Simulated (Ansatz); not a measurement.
# CHGeSi+ (singlet): wave-function methods side by side, cc-pVDZ

How much of the correlation energy of CHGeSi+ (singlet) does each wave-function method recover here?

Program: Ansatz 0.2.0, Gaussian basis. Level of theory: cc-pVDZ, core rule «outside noble gas», up to 20 orbitals frozen. These are calculated values, not measurements.

Plan: UHF; CCSD(T) on RHF; CCSD(T) on UHF; BCCD(T) on RHF; CISD; CCSDT(Q) on RHF; CCSDT(Q) on UHF; CASSCF and MRCISD+Q, 8 electrons in 8 orbitals; CASSCF and NEVPT2, 8 electrons in 8 orbitals.

19 further runs of the same task are left out: 6 that didn't finish, 13 set aside as unsound or not needed.

## Step 1: The system

The geometry is a PBE0/def2-TZVP stationary point (not a proven minimum) of the parent state, kept for this charge and spin. No spin-orbit coupling is included. The filled d shell of Ge may be among the frozen orbitals whatever the setting's name suggests; the logs give the count.

4 atoms, charge 1, spin multiplicity 1.

Atoms are counted from 1 here; the program's logs count them from 0.

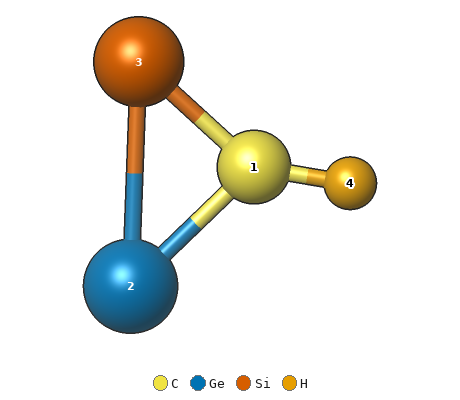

The structure; carbon yellow, germanium blue, silicon orange, hydrogen amber; atoms are numbered from 1 in the order of the file.

## Step 2: UHF

in.yaml reads:

```yaml
crystal:
  periodic: [false, false, false]
  atoms:
    - {symbol: C, position_ang: [0.000000, -1.092218, -0.723226]}
    - {symbol: Ge, position_ang: [0.000000, 0.078716, 0.787626]}
    - {symbol: Si, position_ang: [0.000000, 0.341606, -1.702775]}
    - {symbol: H, position_ang: [0.000000, -2.176529, -0.697892]}
basis:
  gaussian: {orbitals: cc-pVDZ}
total_charge: 1
magnetization: {spin_polarized: true, initial_magnetization: 0}
hamiltonian: {xc: hf}
output: {orbitals: {seedname: orbitals}}
```

Command:

```console
ansatz run in.yaml --threads 1 --pin off --events-out ev --progress --plain --max-ram 2393MiB
```

The runs that follow: CCSD(T) on RHF; CCSD(T) on UHF; BCCD(T) on RHF; CISD; CCSDT(Q) on RHF; CCSDT(Q) on UHF; CASSCF and MRCISD+Q, 8 electrons in 8 orbitals; CASSCF and NEVPT2, 8 electrons in 8 orbitals.

**Question.** What will the summary of the whole plan be? Wanted: RCCSDT(Q) below the RHF energy; RMP2 from RCCSDT(Q); UMP2 from RCCSDT(Q); RCCSD from RCCSDT(Q); RCCSD(T) from RCCSDT(Q); UCCSD(T) from RCCSDT(Q); UCCSDT(Q) from RCCSDT(Q); MRCISD+Q frontier from RCCSDT(Q); T1 diagnostic.

The runs gave:

| quantity | value |
| --- | --- |
| RCCSDT(Q) below the RHF energy | -8.5657 eV |
| RMP2 from RCCSDT(Q) | +1324.4 meV |
| UMP2 from RCCSDT(Q) | +1503.3 meV |
| RCCSD from RCCSDT(Q) | +483.0 meV |
| RCCSD(T) from RCCSDT(Q) | +71.2 meV |
| UCCSD(T) from RCCSDT(Q) | +84.3 meV |
| UCCSDT(Q) from RCCSDT(Q) | -0.4 meV |
| MRCISD+Q frontier from RCCSDT(Q) | +84.1 meV |
| levels within 1 kcal/mol (43 meV) | RCCSDT, UCCSDT(Q) |
| T1 diagnostic | 0.023 |

RCCSD(T) misses by +71.2 meV, 0.8 % of the correlation energy. These misses are within one basis, not against nature.
